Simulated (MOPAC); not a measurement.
**Single-point calculation of CH₄Cl₂SeSi (charge +1)**

CH₄Cl₂SeSi, charge +1, multiplicity 2, computed with PM6-D3H4, unrestricted, dispersion D3H4 (MOPAC 23.2.5).

The geometry was optimised with PM6-D3H4.

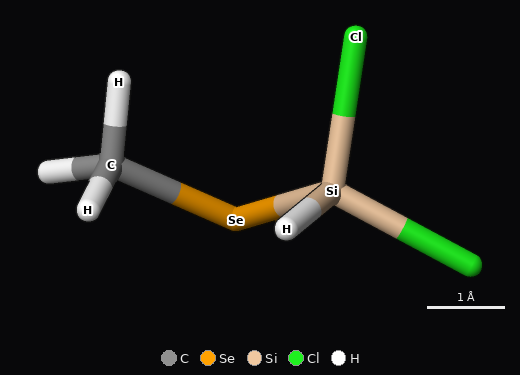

*The structure (stick view, seen at a tilt).*

**Input (run.mop)**
```
PM6-D3H4 CHARGE=1 UHF 1SCF DISP AUX(PRECISION=6) T=10M THREADS=1
job CH4Cl2SeSi

C     -1.519685 +1    -0.499470 +1    -0.118392 +1
Se     0.195806 +1    -1.454639 +1    -0.278337 +1
Si     1.372453 +1     0.351238 +1     0.264697 +1
Cl     1.319283 +1     1.802950 +1    -1.185823 +1
Cl     3.308303 +1    -0.200768 +1     0.649503 +1
H     -1.604935 +1     0.338640 +1    -0.846960 +1
H     -2.296507 +1    -1.262217 +1    -0.362690 +1
H     -1.704197 +1    -0.122080 +1     0.911902 +1
H      0.878005 +1     1.037674 +1     1.460150 +1
```

Launched with:
```bash
mopac run.mop
```

**The program's output**
```
MOPAC v23.2.5
PM6-D3H4 CALCULATION RESULTS

 *  PM6-D3H4   - CORRECT DISPERSION AND HYDROGEN BOND TERMS USING THE D3H4 METHOD
 *  UHF        - UNRESTRICTED HARTREE-FOCK CALCULATION
 *
 *
 *
 *                 CHARGE ON SYSTEM = +1
 *
 *
 *
 *  1SCF       - DO 1 SCF AND THEN STOP
 *  THREADS=1  - MULTI-THREADING NOT USED
 *  AUX        - OUTPUT AUXILIARY INFORMATION
 *  DISP       - PRINT DISPERSION AND HYDROGEN BOND ENERGIES
PM6-D3H4 CHARGE=1 UHF 1SCF DISP AUX(PRECISION=6) T=10M THREADS=1
 job CH4Cl2SeSi

   ATOM   CHEMICAL          X               Y               Z
  NUMBER   SYMBOL      (ANGSTROMS)     (ANGSTROMS)     (ANGSTROMS)

     1       C         -1.51968500  *  -0.49947000  *  -0.11839200  *
     2      Se          0.19580600  *  -1.45463900  *  -0.27833700  *
     3      Si          1.37245300  *   0.35123800  *   0.26469700  *
     4      Cl          1.31928300  *   1.80295000  *  -1.18582300  *
     5      Cl          3.30830300  *  -0.20076800  *   0.64950300  *
     6       H         -1.60493500  *   0.33864000  *  -0.84696000  *
     7       H         -2.29650700  *  -1.26221700  *  -0.36269000  *
     8       H         -1.70419700  *  -0.12208000  *   0.91190200  *
     9       H          0.87800500  *   1.03767400  *   1.46015000  *

          CARTESIAN COORDINATES

    NO.       ATOM           X           Y           Z

     1         C         -1.5197     -0.4995     -0.1184
     2        Se          0.1958     -1.4546     -0.2783
     3        Si          1.3725      0.3512      0.2647
     4        Cl          1.3193      1.8030     -1.1858
     5        Cl          3.3083     -0.2008      0.6495
     6         H         -1.6049      0.3386     -0.8470
     7         H         -2.2965     -1.2622     -0.3627
     8         H         -1.7042     -0.1221      0.9119
     9         H          0.8780      1.0377      1.4602

           Empirical Formula: C H4 Se Si Cl2  =     9 atoms

      MOLECULAR POINT GROUP   :   C1

          UHF CALCULATION, NO. OF ALPHA ELECTRONS =   16
                           NO. OF BETA  ELECTRONS =   15

 -------------------------------------------------------------------------------
 PM6-D3H4 CHARGE=1 UHF 1SCF DISP AUX(PRECISION=6) T=10M THREADS=1
 job CH4Cl2SeSi

     1SCF WAS SPECIFIED, SO BFGS WAS NOT USED
     SCF FIELD WAS ACHIEVED

                              PM6-D3H4 CALCULATION

          FINAL HEAT OF FORMATION =        126.10746 KCAL/MOL =     527.63360 KJ/MOL

          TOTAL ENERGY            =     -20626.22849 KCAL/MOL = ELECTRONIC ENERGY + CORE-CORE REPULSION
          ENERGY OF ATOMS         =      20748.21765 KCAL/MOL
                              SUM =        121.98916 KCAL/MOL
          DISPERSION ENERGY       =         -0.67876 KCAL/MOL
          H - H CORRECTION ENERGY =          4.79706 KCAL/MOL
                              SUM =        126.10746 KCAL/MOL = FINAL HEAT OF FORMATION

          TOTAL ENERGY            =       -894.43792 EV
          ELECTRONIC ENERGY       =      -2708.08883 EV
          CORE-CORE REPULSION     =       1813.65090 EV
          COSMO AREA              =        155.01 SQUARE ANGSTROMS
          COSMO VOLUME            =        154.68 CUBIC ANGSTROMS

          IONIZATION POTENTIAL    =         14.838171 EV
          ALPHA SOMO LUMO (EV)    =        -15.047 -6.055
          BETA  SOMO LUMO (EV)    =        -14.838 -8.606
          NO. OF ALPHA ELECTRONS  =         16
          NO. OF BETA  ELECTRONS  =         15
          MOLECULAR WEIGHT        =        193.9941         POINT GROUP:  C1

          MOLECULAR DIMENSIONS (Angstroms)

            Atom       Atom       Distance
            H     7   Cl     5     5.79354
           Cl     4   Se     2     3.22048
            H     9   Cl     4     2.26566

          SCF CALCULATIONS        =          1

          WALL-CLOCK TIME         =      0.012 SECONDS
          COMPUTATION TIME        =      0.012 SECONDS

   ATOM   CHEMICAL          X               Y               Z
  NUMBER   SYMBOL      (ANGSTROMS)     (ANGSTROMS)     (ANGSTROMS)

     1       C         -1.51968500  *  -0.49947000  *  -0.11839200  *
     2      Se          0.19580600  *  -1.45463900  *  -0.27833700  *
     3      Si          1.37245300  *   0.35123800  *   0.26469700  *
     4      Cl          1.31928300  *   1.80295000  *  -1.18582300  *
     5      Cl          3.30830300  *  -0.20076800  *   0.64950300  *
     6       H         -1.60493500  *   0.33864000  *  -0.84696000  *
     7       H         -2.29650700  *  -1.26221700  *  -0.36269000  *
     8       H         -1.70419700  *  -0.12208000  *   0.91190200  *
     9       H          0.87800500  *   1.03767400  *   1.46015000  *

                             CARTESIAN COORDINATES

   1    C       -1.519685000    -0.499470000    -0.118392000
   2   Se        0.195806000    -1.454639000    -0.278337000
   3   Si        1.372453000     0.351238000     0.264697000
   4   Cl        1.319283000     1.802950000    -1.185823000
   5   Cl        3.308303000    -0.200768000     0.649503000
   6    H       -1.604935000     0.338640000    -0.846960000
   7    H       -2.296507000    -1.262217000    -0.362690000
   8    H       -1.704197000    -0.122080000     0.911902000
   9    H        0.878005000     1.037674000     1.460150000

           Empirical Formula: C H4 Se Si Cl2  =     9 atoms

      MOLECULAR POINT GROUP   :   C1

          ALPHA EIGENVALUES
 -30.53172 -30.22082 -30.05315 -26.32695 -22.89364 -19.91597 -19.57336 -18.36996
 -17.63291 -17.29562 -17.07723 -15.97204 -15.72932 -15.61004 -15.37159 -15.04747
  -6.05513  -5.18470  -4.58460  -4.57299  -3.40027  -3.29015  -3.24622  -2.84803
  -2.22153  -0.05361   0.21559   0.27237   1.13296  83.26091  83.40832  83.51733
  84.12622  84.18873  84.22640  84.25012  84.37932  84.81813  84.83929

           BETA EIGENVALUES
 -30.42857 -30.10859 -29.87150 -23.99614 -22.32038 -19.53381 -19.46287 -18.15324
 -17.47016 -17.14862 -16.97930 -15.67505 -15.63450 -15.42174 -14.83817  -8.60644
  -5.87341  -5.08263  -4.49425  -4.37846  -3.36269  -3.24894  -3.22587  -2.82048
  -2.22052  -0.05158   0.24465   0.28086   1.14321  83.27390  83.42393  83.52498
  84.13988  84.19517  84.24568  84.27435  84.39795  84.82787  84.84714

              NET ATOMIC CHARGES AND DIPOLE CONTRIBUTIONS

  ATOM NO.   TYPE          CHARGE      No. of ELECS.   s-Pop       p-Pop       d-Pop
    1          C          -0.572028        4.5720     1.11313     3.45889
    2         Se           0.596783        5.4032     1.98843     3.41479
    3         Si           0.553948        3.4461     1.12877     1.52658     0.79070
    4         Cl          -0.137086        7.1371     1.99481     5.13968     0.00260
    5         Cl          -0.121393        7.1214     1.99471     5.12417     0.00252
    6          H           0.226559        0.7734     0.77344
    7          H           0.227313        0.7727     0.77269
    8          H           0.225816        0.7742     0.77418
    9          H           0.000089        0.9999     0.99991
 DIPOLE           X         Y         Z       TOTAL
 POINT-CHG.    -5.341    -2.733     1.143     6.107
 HYBRID         0.244    -0.040    -0.582     0.632
 SUM           -5.097    -2.773     0.561     5.829

          ATOMIC ORBITAL ELECTRON POPULATIONS

     Atom    s        px        py        pz      x^2-y^2     xz        z^2       yz        xy
    1  C   1.11313   1.03626   1.19926   1.22338
    2 Se   1.98843   1.17150   1.20706   1.03623
    3 Si   1.12877   0.46192   0.51046   0.55419   0.13001   0.15586   0.15104   0.18207   0.17172
    4 Cl   1.99481   1.85575   1.60733   1.67659   0.00045   0.00024   0.00051   0.00103   0.00038
    5 Cl   1.99471   1.45877   1.82431   1.84109   0.00084   0.00052   0.00035   0.00013   0.00067
    6  H   0.77344
    7  H   0.77269
    8  H   0.77418
    9  H   0.99991

                    (SZ)    =    0.500000
                    (S**2)  =    0.760369

          ATOMIC ORBITAL SPIN POPULATIONS

    Atom   Total    s     px     py     pz   x^2-y^2  xz     z^2    yz     xy
         Atomic
    1  C -0.0681 -0.008 -0.056 -0.016  0.011
    2 Se  1.0289  0.001  0.063  0.112  0.852
    3 Si -0.0345 -0.009 -0.006 -0.016 -0.012 -0.001 -0.001 -0.001  0.017 -0.005
    4 Cl  0.0249 -0.000  0.004  0.020  0.001  0.000 -0.000 -0.000 -0.000  0.000
    5 Cl  0.0060  0.000 -0.001  0.004  0.003 -0.000  0.000  0.000  0.000  0.000
    6  H  0.0181  0.018
    7  H  0.0025  0.003
    8  H  0.0184  0.018
    9  H  0.0038  0.004

 *                    *
 * JOB ENDED NORMALLY *
 *                    *

 TOTAL JOB TIME:             0.01 SECONDS

 == MOPAC DONE ==
```

**Summary**

- outcome: converged
- total energy: −32.869987 hartree
- dispersion energy: −0.001082 hartree
- heat of formation: 126.11 kcal/mol
- basis functions: 39
- ⟨S²⟩: 0.760
- hardware: 1 thread of Intel Xeon (Granite Rapids), 192 GiB of memory available, shared host
- peak memory: 0.09 GiB

**Remarks**

MOPAC's energies along a path are heats of formation.
